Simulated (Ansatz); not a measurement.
**Computed frozen-phonon scan: PbO2 (space group Pbcn)**

Relaxed PbO₂ (space group Pbcn):

```
PbO2
1.0
    5.04284     0.00000     0.00000
    0.00000     5.82901     0.00000
    0.00000     0.00000     5.41070
Pb O
4 8
Direct
  0.50000   0.18653   0.75000
  0.50000   0.81347   0.25000
  0.00000   0.31347   0.25000
  0.00000   0.68653   0.75000
  0.26443   0.08750   0.43302
  0.73557   0.91250   0.56698
  0.23557   0.41250   0.93302
  0.76443   0.58750   0.06698
  0.76443   0.41250   0.56698
  0.23557   0.58750   0.43302
  0.73557   0.08750   0.06698
  0.26443   0.91250   0.93302
```

A phonon eigenvector at Γ is frozen into this cell: atom i moves by Q times the vector below, so Q is the largest atomic displacement, in Å. The cell is held.

```tsv
atom	x	y	z
Pb1	0.000	1.000	0.000
Pb2	0.000	-1.000	0.000
Pb3	0.000	1.000	0.000
Pb4	0.000	-1.000	0.000
O5	0.336	0.561	-0.359
O6	-0.336	-0.561	0.359
O7	0.336	0.561	0.359
O8	-0.336	-0.561	-0.359
O9	-0.336	0.561	-0.359
O10	0.336	-0.561	0.359
O11	-0.336	0.561	0.359
O12	0.336	-0.561	-0.359
```

Calculation: LDA (plane waves to 420 eV, PAW, scalar-relativistic; Ansatz, a quantum-chemistry and plane-wave program). k mesh 8×7×7 (Γ-centred), Fermi-Dirac smearing 0.05 eV. E stands for the smeared free energy. With partly filled bands, energies and forces of such displacements shift with the k mesh and the smearing. At this level the bands of PbO2 touch or barely overlap. PbO2 was relaxed with its symmetry unable to fall. Spin-orbit coupling is left out, though Pb is heavy. This is one of several known forms of PbO2; the measured ambient cells at hand have space group No. 136. ΔE is measured from the undisplaced structure.

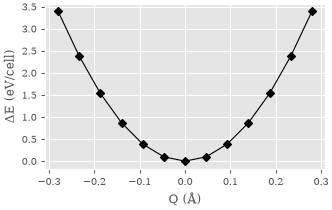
Figure. ΔE (eV/cell) against Q (Å); markers are the computed points, lines only join them.

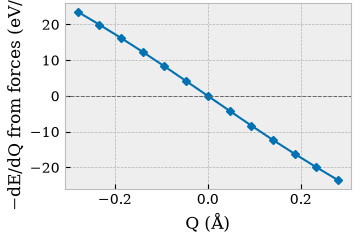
Figure: −dE/dQ from forces (eV/Å) against Q (Å); markers are the computed points, lines only join them.

The energy at Q = 0.280 Å is 3393 meV/cell. Space group of the distorted cell: P2/c (No. 13), lowered from Pbcn. Wavenumber by perturbation theory (DFPT, on another k mesh): 164 cm⁻¹. Harmonic wavenumber from the curvature (finite differences): 164 cm⁻¹. Symmetry of the curve: even: the same for both signs.

E″ = 89.05 eV/Å², M = Σ mᵢ|uᵢ|² = 900.0 u, ν̃ = 521.5·√(|E″|/M).

(A displaced cell: forces are minus the slopes of the energy, force constants its curvatures, and phonons follow from these.)
